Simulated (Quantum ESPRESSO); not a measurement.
## Nb (Im-3m): pw.x, ph.x and EPW

The plan: phonons and Wannier functions of Nb (Im-3m), and, if the interpolated phonons are stable, its coupling and resistivity.

Method: DFT PBE, scalar-relativistic, plane waves, PseudoDojo 0.4.1 norm-conserving pseudopotentials, in Quantum ESPRESSO 7.5.

## 1. The structure

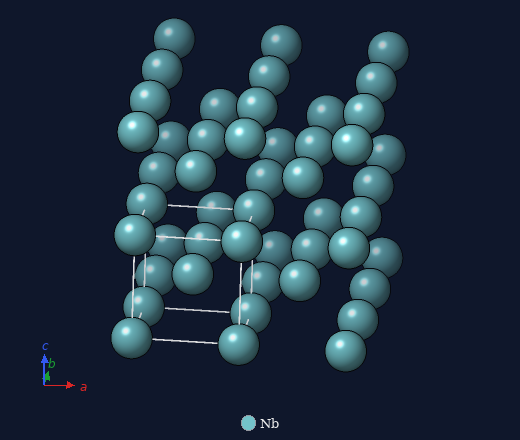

The starting structure, seen slightly off an axis (niobium teal). 2×3×2 cells are drawn. This picture shows the conventional cell, with its axes. Some periodic images of atoms are drawn too.

## 2. Relaxation

The cell is relaxed under the functional used for all that follows.

relax.in reads:

```
 &control
    calculation='vc-relax',
    prefix='x',
    outdir='./tmp',
    pseudo_dir='./pseudo',
    tprnfor=.true.,
    tstress=.true.,
    etot_conv_thr=1.0d-05,
    forc_conv_thr=4.0d-04,
 /
 &system
    ibrav=0,
    nat=1,
    ntyp=1,
    ecutwfc=82.0,
    occupations='smearing',
    smearing='mv',
    degauss=0.02,
 /
 &electrons
    conv_thr=1.0d-11,
 /
 &ions
 /
 &cell
    press_conv_thr=0.4,
 /
ATOMIC_SPECIES
 Nb     92.9064  Nb.upf
CELL_PARAMETERS angstrom
    -1.663950000    1.663950000    1.663950000
     1.663950000   -1.663950000    1.663950000
     1.663950000    1.663950000   -1.663950000
ATOMIC_POSITIONS crystal
 Nb     0.000000000   0.000000000   0.000000000
K_POINTS automatic
 12 12 12 0 0 0
```

On the command line:

```
$ OMP_NUM_THREADS=1 mpirun -n 4 pw.x -nk 4 -in relax.in > relax.out
```

What it wrote:

```text
Program PWSCF v.7.5

     This program is part of the open-source Quantum ESPRESSO suite
     for quantum simulation of materials; please cite
         "P. Giannozzi et al., J. Phys.:Condens. Matter 21 395502 (2009);
         "P. Giannozzi et al., J. Phys.:Condens. Matter 29 465901 (2017);
         "P. Giannozzi et al., J. Chem. Phys. 152 154105 (2020);
     in publications or presentations arising from this work. More details at

     Message from routine setup:
     using ibrav=0 with symmetry is DISCOURAGED, use correct ibrav instead

     G-vector sticks info
     --------------------
     sticks:   dense  smooth     PW     G-vecs:    dense   smooth      PW
     Sum         731     731    261                12527    12527    2659

     Using Slab Decomposition

     bravais-lattice index     =            0
     lattice parameter (alat)  =       5.4463  a.u.
     unit-cell volume          =     124.3591 (a.u.)^3
     number of atoms/cell      =            1
     number of atomic types    =            1
     number of electrons       =        13.00
     number of Kohn-Sham states=           11
     kinetic-energy cutoff     =      82.0000  Ry
     charge density cutoff     =     328.0000  Ry
     scf convergence threshold =      1.0E-11
     mixing beta               =       0.7000
     number of iterations used =            8  plain     mixing
     energy convergence thresh.=      1.0E-05
     force convergence thresh. =      4.0E-04
     press convergence thresh. =      4.0E-01
     Exchange-correlation= PBE
                           (   1   4   3   4   0   0   0)
     nstep                     =           50

     celldm(1)=   5.446278  celldm(2)=   0.000000  celldm(3)=   0.000000
     celldm(4)=   0.000000  celldm(5)=   0.000000  celldm(6)=   0.000000

     crystal axes: (cart. coord. in units of alat)
               a(1) = (  -0.577350   0.577350   0.577350 )
               a(2) = (   0.577350  -0.577350   0.577350 )
               a(3) = (   0.577350   0.577350  -0.577350 )
[...]
number of Kohn-Sham states=           11
     number of k points=    72  Marzari-Vanderbilt smearing, width (Ry)=  0.0200
     estimated scf accuracy    <       0.09009500 Ry
     estimated scf accuracy    <       0.00528652 Ry
     estimated scf accuracy    <       0.00015353 Ry
     estimated scf accuracy    <       0.00000231 Ry
     estimated scf accuracy    <       0.00000042 Ry
     estimated scf accuracy    <          4.5E-10 Ry
     estimated scf accuracy    <          1.5E-10 Ry
     estimated scf accuracy    <          2.3E-11 Ry
     estimated scf accuracy    <       0.00000058 Ry
     estimated scf accuracy    <          4.1E-10 Ry
     estimated scf accuracy    <          5.0E-11 Ry
     estimated scf accuracy    <          2.1E-11 Ry
     estimated scf accuracy    <          8.5E-13 Ry
     the Fermi energy is    17.8179 ev
!    total energy              =    -124.57166689 Ry
     estimated scf accuracy    <          1.3E-14 Ry
     convergence has been achieved in  10 iterations
          total   stress  (Ry/bohr**3)                   (kbar)     P=       -0.07
   JOB DONE.
```

Run time: 10 s. Hardware: 4 MPI ranks of Arm Neoverse V2, shared host; 40 s of CPU time.

Numbers from this step:

| Quantity | Value |
| --- | --- |
| free energy | -1694.8839 eV |
| pressure | -0.007000 GPa |
| volume per atom | 18.14 Å³/atom |

The volume ends at 18.14 Å³ an atom, -1.6 % from the start.

## 3. Ground state

Linear response needs a tightly converged ground state.

scf.in reads:

```
 &control
    calculation='scf',
    prefix='x',
    outdir='./tmp',
    pseudo_dir='./pseudo',
    tprnfor=.true.,
    tstress=.true.,
 /
 &system
    ibrav=0,
    nat=1,
    ntyp=1,
    ecutwfc=82.0,
    occupations='smearing',
    smearing='mv',
    degauss=0.02,
 /
 &electrons
    conv_thr=1.0d-12,
 /
ATOMIC_SPECIES
 Nb     92.9064  Nb.upf
CELL_PARAMETERS angstrom
    -1.655208900    1.655208900    1.655208900
     1.655208900   -1.655208900    1.655208900
     1.655208900    1.655208900   -1.655208900
ATOMIC_POSITIONS crystal
 Nb     0.000000000   0.000000000   0.000000000
K_POINTS automatic
 12 12 12 0 0 0
```

On the command line:

```
$ OMP_NUM_THREADS=1 mpirun -n 4 pw.x -nk 4 -in scf.in > scf.out
```

What it wrote:

```text
[banner, memory and clock lines left out]
[...]
number of Kohn-Sham states=           11
     number of k points=    72  Marzari-Vanderbilt smearing, width (Ry)=  0.0200
     estimated scf accuracy    <       0.08734379 Ry
     estimated scf accuracy    <       0.00491597 Ry
     estimated scf accuracy    <       0.00015011 Ry
     estimated scf accuracy    <       0.00000217 Ry
     estimated scf accuracy    <       0.00000042 Ry
     estimated scf accuracy    <          4.5E-10 Ry
     estimated scf accuracy    <          1.7E-10 Ry
     estimated scf accuracy    <          2.2E-11 Ry
     the Fermi energy is    17.8179 ev
!    total energy              =    -124.57166689 Ry
     estimated scf accuracy    <          8.1E-13 Ry
     convergence has been achieved in   9 iterations
          total   stress  (Ry/bohr**3)                   (kbar)     P=       -0.07
```

Wall time 3.3 s (4 MPI ranks); 13 s of CPU time.

This step gave:

```
Fermi energy : 17.82 eV
```

The Fermi level lies at 17.82 eV and the pressure is -0.0070 GPa.

## 4. Phonons on the coarse mesh

ph.x gives the dynamical matrices and the changes of the potential on a coarse q mesh, which EPW interpolates.

ph.in reads:

```
phonons
 &inputph
    prefix='x',
    outdir='./tmp',
    tr2_ph=1.0d-14,
    fildyn='x.dyn',
    fildvscf='dvscf',
    ldisp=.true.,
    nq1=4,
    nq2=4,
    nq3=4,
    alpha_mix(1)=0.5,
    amass(1)=92.9064,
 /
```

On the command line:

```
$ OMP_NUM_THREADS=1 mpirun -n 4 ph.x -nk 4 -in ph.in > ph.out
```

What it wrote:

```text
[banner, memory and clock lines left out]
Program PHONON v.7.5

     ./tmp/x.save/

     IMPORTANT: XC functional enforced from input :
     Exchange-correlation= PBE
                           (   1   4   3   4   0   0   0)
     Any further DFT definition will be discarded
     Please, verify this is what you really want

     G-vector sticks info

     Reading collected, re-writing distributed wavefunctions in ./tmp/

     Dynamical matrices for ( 4, 4, 4)  uniform grid of q-points
     (   8 q-points):
       N         xq(1)         xq(2)         xq(3)
       1   0.000000000   0.000000000   0.000000000
       2   0.216506351   0.216506351   0.000000000
       3  -0.433012702  -0.433012702   0.000000000
       4   0.433012702   0.216506351   0.216506351
       5   0.433012702   0.433012702   0.433012702
       6   0.000000000   0.000000000   0.433012702
       7  -0.866025404  -0.216506351  -0.216506351
       8  -0.866025404  -0.866025404  -0.866025404

     Number and degeneracy of irreps per q-point
       N         xq(1)         xq(2)         xq(3)   N irreps
       1   0.000000000   0.000000000   0.000000000       1
        3
       2   0.216506351   0.216506351   0.000000000       3
     No degeneracy
       3  -0.433012702  -0.433012702   0.000000000       3
     No degeneracy
       4   0.433012702   0.216506351   0.216506351       3
     No degeneracy
       5   0.433012702   0.433012702   0.433012702       1
        3
       6   0.000000000   0.000000000   0.433012702       2
        1   2
       7  -0.866025404  -0.216506351  -0.216506351       3
     No degeneracy
       8  -0.866025404  -0.866025404  -0.866025404       1
        3

     Saving dvscf to file. Distribute only q points, not irreducible representations.

     Calculation of q =    0.0000000   0.0000000   0.0000000

     phonons

     bravais-lattice index     =            0
     lattice parameter (alat)  =       5.4177  a.u.
     unit-cell volume          =     122.4095 (a.u.)^3
     number of atoms/cell      =            1
     number of atomic types    =            1
     kinetic-energy cut-off    =      82.0000  Ry
     charge density cut-off    =     328.0000  Ry
     convergence threshold     =      1.0E-14
     beta                      =       0.5000
     number of iterations used =            4
     Exchange-correlation= PBE
                           (   1   4   3   4   0   0   0)

     celldm(1)=    5.41767  celldm(2)=    0.00000  celldm(3)=    0.00000
     celldm(4)=    0.00000  celldm(5)=    0.00000  celldm(6)=    0.00000

     crystal axes: (cart. coord. in units of alat)
               a(1) = ( -0.5774  0.5774  0.5774 )
               a(2) = (  0.5774 -0.5774  0.5774 )
               a(3) = (  0.5774  0.5774 -0.5774 )

     reciprocal axes: (cart. coord. in units 2 pi/alat)
               b(1) = (  0.0000  0.8660  0.8660 )
               b(2) = (  0.8660  0.0000  0.8660 )
               b(3) = (  0.8660  0.8660  0.0000 )

     Atoms inside the unit cell:

     Cartesian axes

     site n.  atom      mass           positions (alat units)
        1  Nb     92.9064   tau(    1) = (    0.00000    0.00000    0.00000  )

     Computing dynamical matrix for
                    q = (   0.0000000   0.0000000   0.0000000 )

     49 Sym.Ops. (with q -> -q+G )

     G cutoff =  243.8590  (  12215 G-vectors)     FFT grid: ( 32, 32, 32)

     number of k points=    72  Marzari-Vanderbilt smearing, width (Ry)=  0.0200

     PseudoPot. # 1 for Nb read from file:
     ./pseudo/Nb.upf
     Pseudo is Norm-conserving + core correction, Zval = 13.0
     Using radial grid of 1680 points,  6 beta functions with:
                l(1) =   0
                l(2) =   0
                l(3) =   1
                l(4) =   1
                l(5) =   2
                l(6) =   2

     Mode symmetry, O_h (m-3m)  point group:

     Atomic displacements:
     There are    1 irreducible representations

     Representation     1      3 modes -  To be done

     Alpha used in Ewald sum =   2.8000

     Representation #   1 modes #   1   2   3

     Self-consistent Calculation

     Pert. #  1: Fermi energy shift (Ry) =     1.3463E-27     3.1347E-38
     Pert. #  2: Fermi energy shift (Ry) =     0.0000E+00     0.0000E+00
     Pert. #  3: Fermi energy shift (Ry) =    -8.2883E-28     1.7241E-37

      thresh= 1.000E-02 alpha_mix =  0.500 |ddv_scf|^2 =  2.608E-06

     Pert. #  1: Fermi energy shift (Ry) =    -1.8849E-27    -2.4489E-40
     Pert. #  2: Fermi energy shift (Ry) =    -4.0390E-27    -6.1224E-39
     Pert. #  3: Fermi energy shift (Ry) =    -1.1044E-27    -1.8367E-40

      thresh= 1.615E-04 alpha_mix =  0.500 |ddv_scf|^2 =  8.047E-08

     Pert. #  1: Fermi energy shift (Ry) =     7.0009E-27    -1.2245E-40
     Pert. #  2: Fermi energy shift (Ry) =     1.3463E-26    -6.1224E-41
     Pert. #  3: Fermi energy shift (Ry) =    -1.2719E-26    -4.5918E-41

      thresh= 2.837E-05 alpha_mix =  0.500 |ddv_scf|^2 =  4.201E-09

     Pert. #  1: Fermi energy shift (Ry) =    -5.3853E-28    -1.5306E-41
     Pert. #  2: Fermi energy shift (Ry) =     8.0779E-28    -9.1835E-41
     Pert. #  3: Fermi energy shift (Ry) =    -1.7628E-27    -3.8265E-42

      thresh= 6.481E-06 alpha_mix =  0.500 |ddv_scf|^2 =  1.195E-11

     Pert. #  1: Fermi energy shift (Ry) =    -8.0779E-28     1.4349E-42
     Pert. #  2: Fermi energy shift (Ry) =    -2.1541E-27    -5.7397E-42
     Pert. #  3: Fermi energy shift (Ry) =    -1.2622E-27     5.9789E-43

      thresh= 3.457E-07 alpha_mix =  0.500 |ddv_scf|^2 =  2.017E-13

     Pert. #  1: Fermi energy shift (Ry) =     4.5775E-27     1.1958E-42
     Pert. #  2: Fermi energy shift (Ry) =    -8.8857E-27    -1.1958E-42
     Pert. #  3: Fermi energy shift (Ry) =     1.3674E-27    -1.5246E-42

      thresh= 4.491E-08 alpha_mix =  0.500 |ddv_scf|^2 =  4.393E-15

     End of self-consistent calculation

     Convergence has been achieved

     Number of q in the star =    1
     List of q in the star:
          1   0.000000000   0.000000000   0.000000000

     Diagonalizing the dynamical matrix

     q = (    0.000000000   0.000000000   0.000000000 )

 **************************************************************************
     freq (    1) =       0.186893 [THz] =       6.234081 [cm-1]
     freq (    2) =       0.186893 [THz] =       6.234081 [cm-1]
     freq (    3) =       0.186893 [THz] =       6.234081 [cm-1]
 **************************************************************************

     Mode symmetry, O_h (m-3m)  point group:

     freq (   1-   3) =          6.2  [cm-1]   --> T_1u G_15  G_4- I

     Calculation of q =    0.2165064   0.2165064   0.0000000

     G-vector sticks info

     Title:
[...]
thresh= 6.578E-08 alpha_mix =  0.500 |ddv_scf|^2 =  3.834E-13

[...]
End of self-consistent calculation

     Convergence has been achieved

     Representation #   2 mode #   2

     Self-consistent Calculation

[...]
End of self-consistent calculation

     Convergence has been achieved

     Representation #   3 mode #   3

     Self-consistent Calculation

[...]
thresh= 3.583E-08 alpha_mix =  0.500 |ddv_scf|^2 =  5.323E-15

     End of self-consistent calculation

     Convergence has been achieved

     Number of q in the star =   12
     List of q in the star:
          1  -0.866025404  -0.216506351  -0.216506351
          2  -0.216506351   0.866025404  -0.216506351
          3  -0.866025404   0.216506351  -0.216506351
          4   0.216506351  -0.866025404  -0.216506351
          5   0.216506351  -0.866025404   0.216506351
          6   0.866025404  -0.216506351   0.216506351
          7  -0.866025404   0.216506351   0.216506351
          8  -0.216506351   0.866025404   0.216506351
          9   0.216506351  -0.216506351   0.866025404
         10  -0.216506351  -0.216506351  -0.866025404
         11   0.216506351   0.216506351  -0.866025404
         12  -0.216506351   0.216506351   0.866025404

     Diagonalizing the dynamical matrix

     q = (   -0.866025404  -0.216506351  -0.216506351 )

 **************************************************************************
     freq (    1) =       3.749813 [THz] =     125.080283 [cm-1]
     freq (    2) =       5.309758 [THz] =     177.114469 [cm-1]
     freq (    3) =       5.685613 [THz] =     189.651644 [cm-1]
 **************************************************************************

     Mode symmetry, C_2v (mm2)  point group:

     freq (   1-   1) =        125.1  [cm-1]   --> A_1  D_1  S_1
     freq (   2-   2) =        177.1  [cm-1]   --> B_2  D_4  S_4
     freq (   3-   3) =        189.7  [cm-1]   --> B_1  D_3  S_3

     Calculation of q =   -0.8660254  -0.8660254  -0.8660254

     G-vector sticks info

     Title:
     phonons

     bravais-lattice index     =            0
     lattice parameter (alat)  =       5.4177  a.u.
     unit-cell volume          =     122.4095 (a.u.)^3
     number of atoms/cell      =            1
     number of atomic types    =            1
     number of electrons       =        13.00
     number of Kohn-Sham states=           11
     kinetic-energy cutoff     =      82.0000  Ry
     charge density cutoff     =     328.0000  Ry
     Exchange-correlation= PBE
                           (   1   4   3   4   0   0   0)

     celldm(1)=   5.417667  celldm(2)=   0.000000  celldm(3)=   0.000000
     celldm(4)=   0.000000  celldm(5)=   0.000000  celldm(6)=   0.000000

     crystal axes: (cart. coord. in units of alat)
               a(1) = (  -0.577350   0.577350   0.577350 )
               a(2) = (   0.577350  -0.577350   0.577350 )
               a(3) = (   0.577350   0.577350  -0.577350 )

     reciprocal axes: (cart. coord. in units 2 pi/alat)
               b(1) = (  0.000000  0.866025  0.866025 )
               b(2) = (  0.866025  0.000000  0.866025 )
               b(3) = (  0.866025  0.866025  0.000000 )

     PseudoPot. # 1 for Nb read from file:
     ./pseudo/Nb.upf
     Pseudo is Norm-conserving + core correction, Zval = 13.0
     Using radial grid of 1680 points,  6 beta functions with:
[...]
l(5) =   2
                l(6) =   2

     atomic species   valence    mass     pseudopotential
     Nb               13.00    92.90640     Nb( 1.00)

     48 Sym. Ops., with inversion, found

   Cartesian axes

     site n.     atom                  positions (alat units)
         1        Nb     tau(   1) = (   0.0000000   0.0000000   0.0000000  )

     number of k points=   144  Marzari-Vanderbilt smearing, width (Ry)=  0.0200

     Number of k-points >= 100: set verbosity='high' to print them.

     Dense  grid:    12215 G-vectors     FFT dimensions: (  32,  32,  32)

     The potential is recalculated from file :
     ./tmp/_ph0/x.q_8/x.save/charge-density

     Starting wfcs are   10 atomic +    1 random wfcs

     Band Structure Calculation
     Davidson diagonalization with overlap

     ethr =  7.69E-11,  avg # of iterations = 15.4

     End of band structure calculation

     Number of k-points >= 100: set verbosity='high' to print the bands.

     the Fermi energy is    17.8179 ev

     Writing config to output data dir ./tmp/_ph0/x.q_8/x.save/ :
     XML data file

     phonons

     bravais-lattice index     =            0
     lattice parameter (alat)  =       5.4177  a.u.
     unit-cell volume          =     122.4095 (a.u.)^3
     number of atoms/cell      =            1
     number of atomic types    =            1
     kinetic-energy cut-off    =      82.0000  Ry
     charge density cut-off    =     328.0000  Ry
     convergence threshold     =      1.0E-14
     beta                      =       0.5000
     number of iterations used =            4
     Exchange-correlation= PBE
                           (   1   4   3   4   0   0   0)

     celldm(1)=    5.41767  celldm(2)=    0.00000  celldm(3)=    0.00000
     celldm(4)=    0.00000  celldm(5)=    0.00000  celldm(6)=    0.00000

     crystal axes: (cart. coord. in units of alat)
               a(1) = ( -0.5774  0.5774  0.5774 )
               a(2) = (  0.5774 -0.5774  0.5774 )
               a(3) = (  0.5774  0.5774 -0.5774 )

     reciprocal axes: (cart. coord. in units 2 pi/alat)
               b(1) = (  0.0000  0.8660  0.8660 )
               b(2) = (  0.8660  0.0000  0.8660 )
               b(3) = (  0.8660  0.8660  0.0000 )

     Atoms inside the unit cell:

     Cartesian axes

     site n.  atom      mass           positions (alat units)
        1  Nb     92.9064   tau(    1) = (    0.00000    0.00000    0.00000  )

     Computing dynamical matrix for
                    q = (  -0.8660254  -0.8660254  -0.8660254 )

     49 Sym.Ops. (with q -> -q+G )

     G cutoff =  243.8590  (  12215 G-vectors)     FFT grid: ( 32, 32, 32)

     number of k points=   144  Marzari-Vanderbilt smearing, width (Ry)=  0.0200

     PseudoPot. # 1 for Nb read from file:
     ./pseudo/Nb.upf
     Pseudo is Norm-conserving + core correction, Zval = 13.0
     Using radial grid of 1680 points,  6 beta functions with:
                l(1) =   0
                l(2) =   0
                l(3) =   1
                l(4) =   1
                l(5) =   2
                l(6) =   2

     Mode symmetry, O_h (m-3m)  point group:

     Atomic displacements:
     There are    1 irreducible representations

     Representation     1      3 modes -  To be done

     Message from routine init_vloc:
     Interpolation table for Vloc re-allocated

     Alpha used in Ewald sum =   2.8000

     Representation #   1 modes #   1   2   3

     Self-consistent Calculation

      thresh= 1.000E-02 alpha_mix =  0.500 |ddv_scf|^2 =  1.719E-05

      thresh= 4.146E-04 alpha_mix =  0.500 |ddv_scf|^2 =  4.777E-07

      thresh= 6.911E-05 alpha_mix =  0.500 |ddv_scf|^2 =  5.409E-09

      thresh= 7.355E-06 alpha_mix =  0.500 |ddv_scf|^2 =  4.789E-11

      thresh= 6.920E-07 alpha_mix =  0.500 |ddv_scf|^2 =  8.842E-13

      thresh= 9.403E-08 alpha_mix =  0.500 |ddv_scf|^2 =  1.159E-13

      thresh= 3.404E-08 alpha_mix =  0.500 |ddv_scf|^2 =  6.988E-16

     End of self-consistent calculation

     Convergence has been achieved

     Number of q in the star =    1
     List of q in the star:
          1  -0.866025404  -0.866025404  -0.866025404

     Diagonalizing the dynamical matrix

     q = (   -0.866025404  -0.866025404  -0.866025404 )

 **************************************************************************
     freq (    1) =       6.246140 [THz] =     208.348790 [cm-1]
     freq (    2) =       6.246140 [THz] =     208.348790 [cm-1]
     freq (    3) =       6.246140 [THz] =     208.348790 [cm-1]
 **************************************************************************

     Mode symmetry, O_h (m-3m)  point group:

     freq (   1-   3) =        208.3  [cm-1]   --> T_1u G_15  G_4-
```

The job ended after 11 min (4 MPI ranks; 43 min of CPU time).

This step gave:

- lowest frequency off the zone centre: 70.37 cm⁻¹
- largest magnitude of the acoustic modes at the zone centre, before the sum rule: 6.234 cm⁻¹

[end of part 1 of 2]

[The logs of pw.x and epw.x are selected lines.]

[Logs are printed without paths, hosts, clocks, repeated set-up lines and the standing remarks that a program may print on its own settings, such as how far it seeks lower states.]

[Hosts, paths, dates, database ids (printed as entryN), source tags and the programs' standing remarks are cut or masked in the printed files.]
